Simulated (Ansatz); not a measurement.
The calculation's input:

```
crystal:
  periodic: [false, false, false]
  atoms:
    - {symbol: B, position_ang: [-2.316048, -1.903265, -0.543368]}
    - {symbol: F, position_ang: [-3.364394, -2.682863, -0.761122]}
    - {symbol: Ga, position_ang: [0.518616, 0.013848, -0.092682]}
    - {symbol: Ga, position_ang: [-1.786221, -0.212426, 0.501503]}
    - {symbol: Si, position_ang: [-0.453653, -1.848026, -1.116765]}
    - {symbol: H, position_ang: [0.184853, -2.832498, -2.036090]}
    - {symbol: H, position_ang: [1.873380, 0.750008, -0.008144]}
basis:
  gaussian:
    orbitals: def2-TZVPD
hamiltonian:
  xc: {name: PBE0}
output: {forces: true, orbitals: {seedname: orbitals}}
```

Command:

```sh
ansatz run input.yaml --threads 2 --pin off --max-ram 4350MiB --events-out events.jsonl --progress --plain --runs-dir runs
```

Geometry: PBE0-D3(BJ)/pcseg-1.

All numbers below come from isolated molecule in a Gaussian basis; Kohn-Sham density functional theory, functional PBE0 in Ansatz 0.2.0.

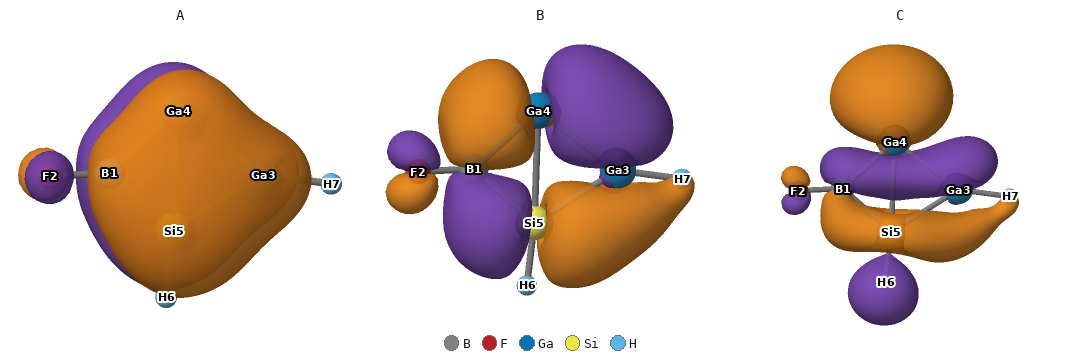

BFGa₂H₂Si. Three frontier orbitals at ±0.06 Å⁻³ᐟ² (orange and purple are the two phases), in no order.

**Which picture is the HOMO−1, the HOMO and the LUMO?**

A is the HOMO−1 (−6.26 eV). It lies mainly on Si5 (about 40 %), Ga4 (about 20 %), Ga3 (about 20 %) and B1 (about 15 %); it changes sign across the molecular plane (π type); π-bonding across B1–Ga4, B1–Si5, Ga3–Ga4 and Ga3–Si5. B is the HOMO (−5.88 eV). By Hirshfeld shares it lies mainly on Ga4 (about 25 %), Ga3 (about 25 %), Si5 (about 20 %) and B1 (about 20 %); it is symmetric in the molecular plane (an in-plane orbital: σ, lone-pair or in-plane π type). C is the LUMO (−2.57 eV). Its weight (Hirshfeld) is mainly on Ga4 (about 55 %), Si5 (about 15 %), Ga3 (about 15 %), B1 (about 10 %) and H6 (about 5 %); it is symmetric in the molecular plane (an in-plane orbital: σ, lone-pair or in-plane π type).

**What is the HOMO–LUMO gap?**

3.31 eV between the orbital energies.
